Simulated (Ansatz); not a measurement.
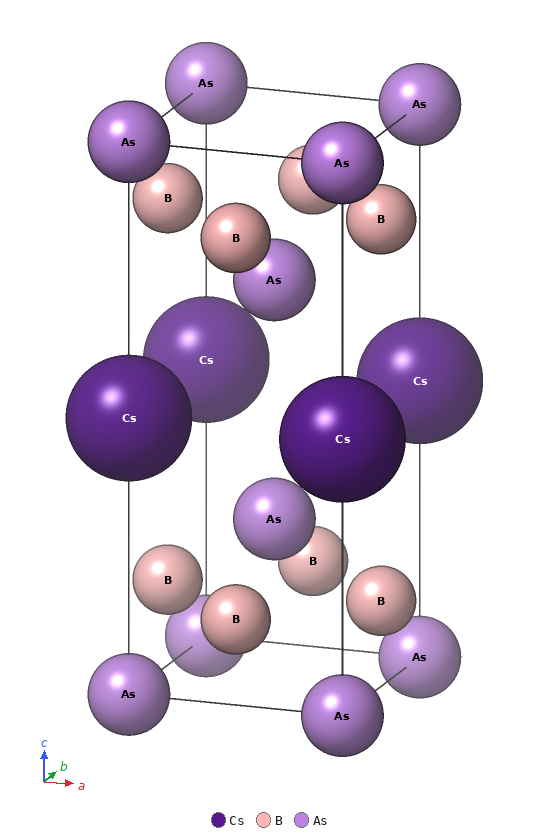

We look at a spheres-only model of the crystal slightly off an axis. Atoms at the boundary of the simulation cell (the box) are drawn once for each face, edge or corner they touch.

```xyz
8
Lattice="3.8786 0.0000 0.0000 0.0000 3.8786 0.0000 0.0000 0.0000 9.8115" Properties=species:S:1:pos:R:3 pbc="T T T"
Cs    0.0000    0.0000    4.9057
B     0.0000    1.9393    1.5195
B     1.9393    0.0000    1.5195
B     0.0000    1.9393    8.2920
B     1.9393    0.0000    8.2920
As    1.9393    1.9393    2.7838
As    1.9393    1.9393    7.0277
As    0.0000    0.0000    0.0000
```

Method used: Ansatz, DFT, PAW plane waves, PBE. It ran with a plane-wave cutoff of 420 eV, a 9×9×4 mesh of k-points, Fermi-Dirac smearing of 0.1 eV, no spin polarisation.

**What does a Bader analysis give?**

Cs +0.67 e; B -0.04 e; As -0.30 to +0.08 e.

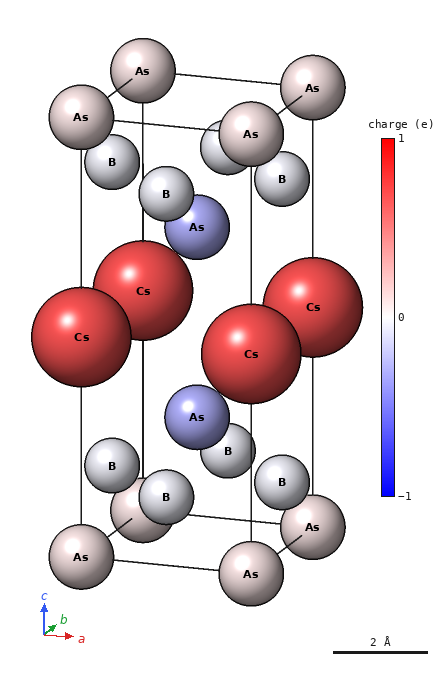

The atoms coloured by those charges.

Provenance: a generated cell, made by putting these elements into a known structure type (the compound may or may not exist in this form); not relaxed. An electronic-structure calculation with Ansatz was run on it.

At this level of theory the cell isn't at rest (stretched, at -6 GPa and forces up to 2.2 eV/Å), so its distances can differ from those at equilibrium, the more so the softer the solid.
